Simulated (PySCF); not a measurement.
Tb²⁺: atomic calculation

Tb²⁺, configuration 1s2 2s2 2p6 3s2 3p6 3d10 4s2 4p6 4d10 4f8 5s2 5p6 6s1, multiplicity 8. Computed at this level: unrestricted LDA, ANO-RCC-VTZP, spin-free X2C-1e, Gaussian nucleus (PySCF).

## The program's output (extracts)
```
damping factor = 0
level_shift factor = 0
DIIS = <class 'pyscf.scf.diis.CDIIS'>
diis_start_cycle = 1
diis_space = 10
diis_damp = 0
SCF conv_tol = 1e-09
SCF conv_tol_grad = None
number electrons alpha = 35  beta = 28
XC functionals = LDA,VWN
    P. A. M. Dirac.,  Math. Proc. Cambridge Philos. Soc. 26, 376 (1930)
    F. Bloch.,  Z. Phys. 57, 545 (1929)
    S. H. Vosko, L. Wilk, and M. Nusair.,  Can. J. Phys. 58, 1200 (1980)
cycle= 1 E= -11698.7286987547  delta_E= -0.0265  |g|= 0.371  |ddm|= 0.253
cycle= 2 E= -11698.7036634991  delta_E= 0.025  |g|= 0.618  |ddm|= 0.19
cycle= 3 E= -11698.7424709622  delta_E= -0.0388  |g|= 0.0104  |ddm|= 0.119
cycle= 4 E= -11698.7424823164  delta_E= -1.14e-05  |g|= 0.000506  |ddm|= 0.00831
cycle= 5 E= -11698.7424823404  delta_E= -2.4e-08  |g|= 3.71e-05  |ddm|= 0.000595
cycle= 6 E= -11698.7424823408  delta_E= -4.58e-10  |g|= 9.25e-06  |ddm|= 4.05e-05
converged SCF energy = -11698.7424823408  <S^2> = 15.752488  2S+1 = 8.000622
```

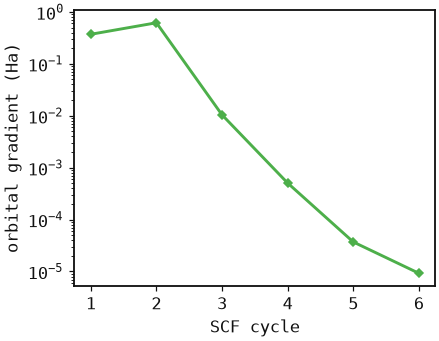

Fig. 1: Convergence: orbital gradient against the SCF cycle. The residual falls almost steadily, with no more than small rises or pauses. It goes from 0.37 to 9.2×10⁻⁶ in 6 steps.

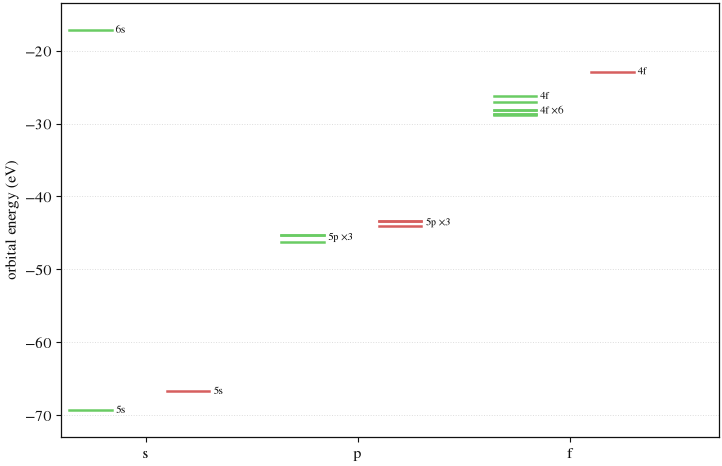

Fig. 2: Orbital energies of the mean field, from the top down to −69.3 eV, by angular momentum, α spin at the left of each column and β at the right; ×n counts the orbitals under one label. Empty levels that the record names by l alone aren't drawn. The highest filled orbital is 6s α at −17.2 eV, the lowest empty one f β at −24.0 eV.

## Input
```python
from pyscf import gto, scf, dft, mp, cc
import basis_set_exchange as bse
mol = gto.M(atom="Tb 0 0 0", charge=2, spin=7, symmetry="D2h",
            basis=gto.basis.parse(bse.get_basis("ANO-RCC-VTZP", elements=["Tb"], fmt="nwchem")),
            nucmod="G")
mf = dft.UKS(mol, xc="LDA,VWN").sfx2c1e()
mf.irrep_nelec = {'Ag': (10, 9), 'B1g': (2, 2), 'B2g': (2, 2), 'B3g': (2, 2), 'Au': (1, 0), 'B1u': (6, 4), 'B2u': (6, 5), 'B3u': (6, 4)}
mf.kernel()
```

The script is an equivalent of what the driver set up; the driver started from orbitals of its own, so the log can be shorter than this script's would be, and it computed the properties (radii, ⟨L²⟩, response) afterwards. It held the occupations shell by shell, which the script's counts by irreducible representation don't always enforce.

## Key numbers

```
      quantity                      value
       outcome                  converged
  total energy        −11698.7425 hartree
          ⟨S²⟩                     15.752
          ⟨L²⟩                      12.01
SCF iterations                          6
      hardware  1 CPU thread, shared host
      CPU time    4.2 s (integrals apart)
```

## Notes

The driver held the occupations shell by shell, and empty d levels lie below the filled 6s. The script shown fixes the counts by irreducible representation only, so by itself it can fall to another configuration. This is not the ground configuration of the species.
